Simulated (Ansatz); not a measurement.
A series of calculations on AlSiH$_{2}$ClF

**1. Relaxation**

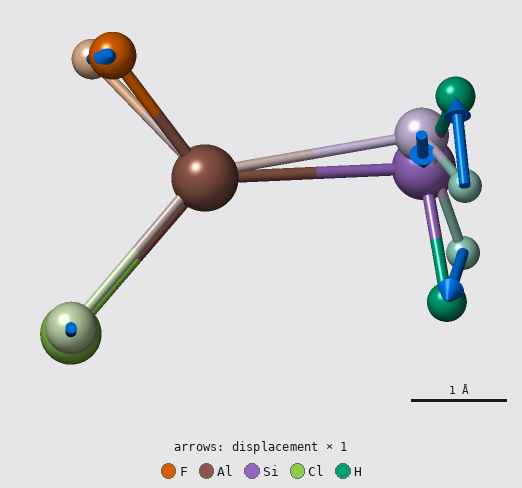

This is a relaxation of AlSiH2ClF (charge −1). The starting structure is drawn faded, the final one solid; blue arrows show the displacements, at their true length. The two geometries are superimposed by the best rigid fit.

The picture is a ball-and-stick view, seen at a tilt.

The run prepares an end point of a later path (inversion) calculation, from a guessed geometry.

Theory: Ansatz, RKS PBE0-D4/def2-SVP. Settings: no spin polarisation; force threshold 0.015 eV/Å; at most 40 steps.

**What did the optimiser do to the structure, and how much energy did it gain?**

The largest move after the best rigid fit is that of an H atom, 1.08 Å. Largest moves by element: H 1.08 Å, F 0.96 Å, Cl 0.84 Å, Si 0.59 Å, Al 0.06 Å. Near-neighbour distances that change, for instance: Al–Si 2.351 → 2.393 Å, Al–F 1.715 → 1.698 Å, H–Si 1.528 → 1.544 Å, Al–Cl 2.196 → 2.189 Å. Among the angles between lasting bonds that change: Si–Al–Cl 139.4° → 128.0°, Al–Si–H 100.2° → 90.2°, Al–Si–H 100.0° → 90.7°. Groups turn about Al–Si by about 90°. After 25 accepted moves (27 points after the start) the energy has fallen by 6.12 kcal/mol. Largest force component: 0.88 eV/Å at the start, 0.011 eV/Å at the end. The line search rejected the trial steps at points 10, 23 of the run. The forces were under the threshold at step 7, but the run went on from there.

Limits of the set-up: the basis has no diffuse functions, which an anion needs.

**2. Relaxation**

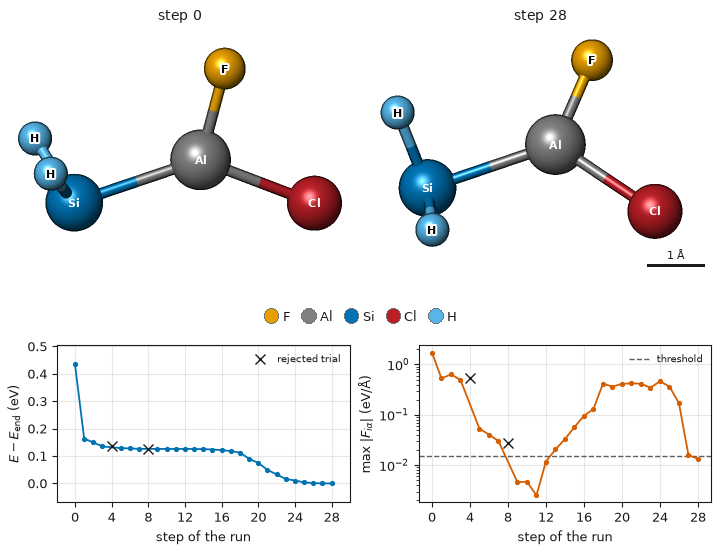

First and last geometry of a relaxation of AlSiH2ClF (charge −1), with the history of the run. A ball-and-stick model, seen at a tilt.

The run prepares an end point of a later path (inversion) calculation, from a guessed geometry.

All numbers below come from Ansatz, RKS PBE0-D4/def2-SVP. (no spin polarisation; force threshold 0.015 eV/Å; at most 40 steps)

Read the history and describe the run.

Answer. It converged. After 26 accepted moves (28 points after the start) the energy has fallen by 0.434 eV. Largest force component: 1.7 eV/Å at the start, 0.013 eV/Å at the end. The line search rejected the trial steps at points 4, 8 of the run. The forces were under the threshold at step 9, but the run went on from there. The largest move after the best rigid fit is that of an H atom, 1.14 Å. By element the largest moves are H 1.14 Å, F 1.03 Å, Cl 1.03 Å, Si 0.49 Å, Al 0.29 Å. Some distances before and after: Al–Si 2.351 → 2.393 Å, Al–F 1.715 → 1.699 Å, H–Si 1.528 → 1.543 Å, Al–Cl 2.196 → 2.189 Å. Among the angles between lasting bonds that change: Si–Al–Cl 139.4° → 127.6°, Al–Si–H 100.2° → 90.4°, F–Al–Cl 98.6° → 104.2°. Groups turn about Al–Si by about 90°.

Limits of the set-up: the basis has no diffuse functions, which an anion needs.

**3. Path**

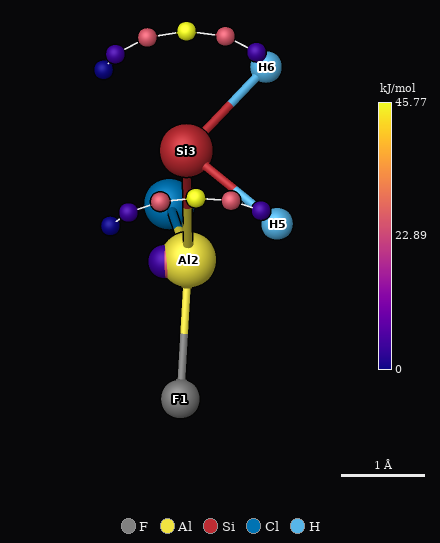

A nudged-elastic-band calculation for AlSiH2ClF (charge −1). Images are numbered from 0 (start) to 6 (end). The start is drawn whole; smaller spheres mark the moving atoms (Al, H) in the later images, joined by lines and coloured by the energy of the image relative to the start. Style: ball-and-stick. Shown from a free direction.

The calculation used RKS PBE0-D4/def2-SVP (Ansatz 0.2.0). Set-up: 5 movable images; climbing image; force threshold 0.03 eV/Å; iteration limit 58; starting path by image-dependent pair potential.

**Describe the path and its energy.**

The motion is an umbrella inversion at the Si atom. No bond forms or breaks between the ends. Among the angles between lasting bonds that change up to the highest image: Al–Si–H 90.2° → 124.3°, Al–Si–H 90.7° → 123.8°. The two ends have the same energy, and the highest point, image 3, lies 45.8 kJ/mol above the start. The band converged in 6 iterations. The largest component of the band force went from 1.1 to 0.017 eV/Å. The climbing image converged on the top of the path. Its vibrational analysis gives one imaginary mode (390i cm⁻¹), as a transition state must have.

Limits of the set-up: the basis has no diffuse functions, which an anion needs.
